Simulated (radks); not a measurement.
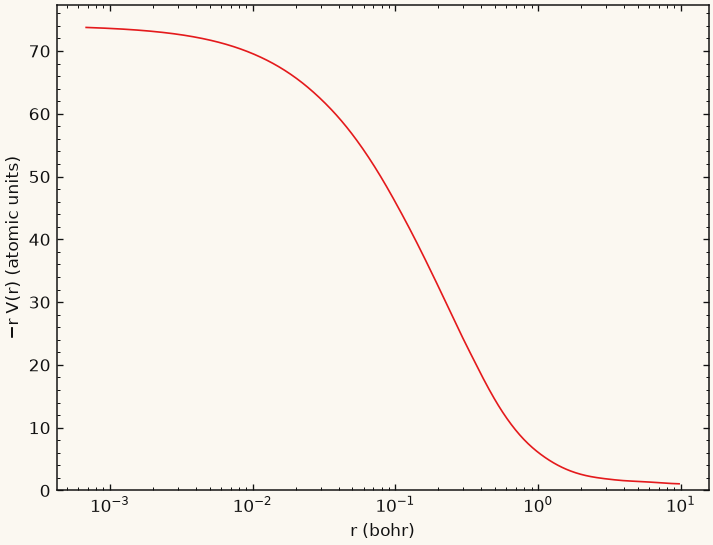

The W⁺ ion; electrons: [Xe] 4f14 5d4.5 6s0.5. Computed with the in-house radial solver radks: scalar-relativistic Kohn-Sham, PBE, spin-unpolarised, spherical densities, finite nucleus.

```
Z 74
configuration [Xe] 4f14 5d4.5 6s0.5
relativity scalar-relativistic
functional pbe,pbe
spin unpolarised
nucleus finite rms 5.3658 fm
c 137.035999084
```

The run was one of a batch (task.json lists them), launched with:
```bash
python run_ks.py task.json out
```

The plot shows the screened charge −r V(r) of the Kohn-Sham potential.

Q: What does the plot show?

Answer: Close to the nucleus it reaches 73.8, near the nuclear charge 74; inside the finite nucleus, left of the plot, it would fall to zero. It falls through 37.5, midway between the nuclear and the ionic charge, at r = 0.16 bohr, and stands at 1.06 at the end of the plot (r = 9.7 bohr); the net charge is +1. The exact potential would level off one unit above the net charge.
